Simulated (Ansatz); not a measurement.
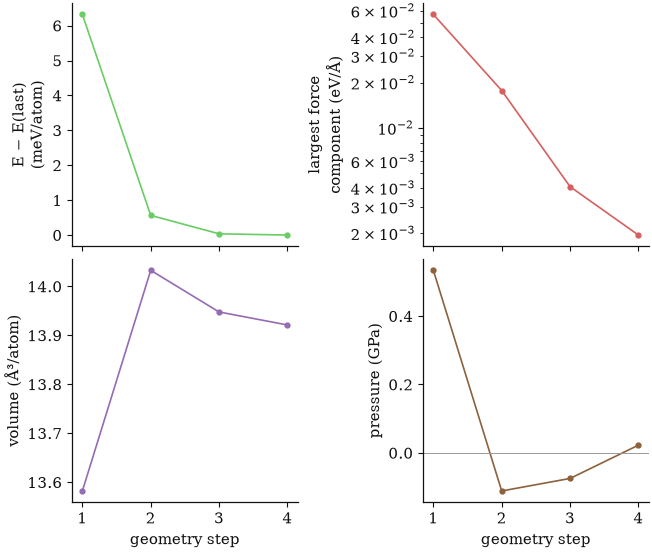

History of a geometry optimisation. Atoms and cell relax. A closing SCF on a freshly chosen basis isn't drawn.

The run: BiH2 (P-3m1, 3 atoms in the cell), by DFT PBE+D3(BJ), scalar-relativistic, plane waves, PAW (Ansatz 0.2.0); cutoff 420 eV, 15×15×14 k-mesh, Gaussian smearing of 0.1 eV.

> How did it end, and what did it gain?

The optimisation met its thresholds at geometry 4, counting the start as the first. The energy fell by about 6.3 meV/atom from the first step to the last. The largest force component goes from about 0.057 eV/Å at the start to 1.9 × 10⁻³ eV/Å at the end.

> Was the starting cell too large or too small?

The volume grows from 13.58 to 13.92 Å³ per atom (+2.5 %), overshooting to 14.03 at step 2, as the pressure goes from 0.53 GPa to about 0 GPa. The start was compressed.
